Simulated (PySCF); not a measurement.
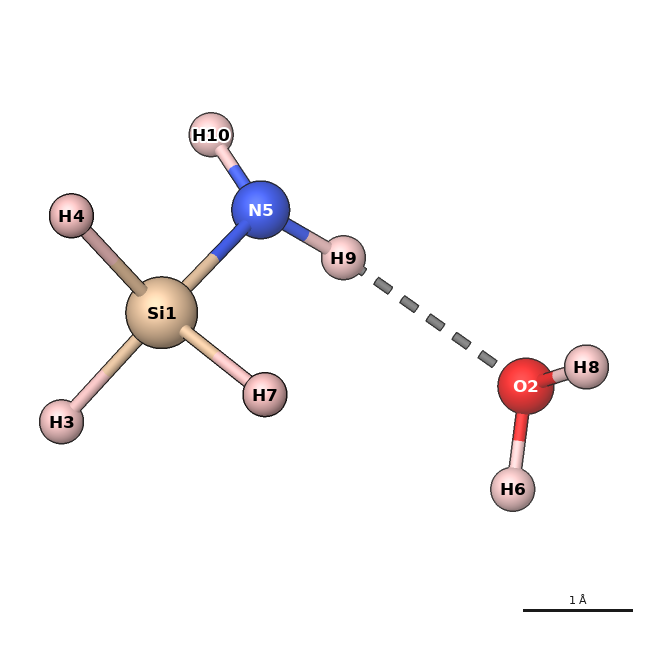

Broken lines mark hydrogen bonds. The geometry was computed by an optimisation with PBE0-D4/def2-TZVP. No frequency run is at hand to confirm it as a minimum.

Tabulate the hydrogen bonds (donors O, N, F, S, Cl) with their geometry.

```json
{"D–H···A": "N5–H9···O2", "D–H (Å)": "1.01", "H···A (Å)": "2.09", "angle (°)": "159", "kind": "intermolecular"}
```
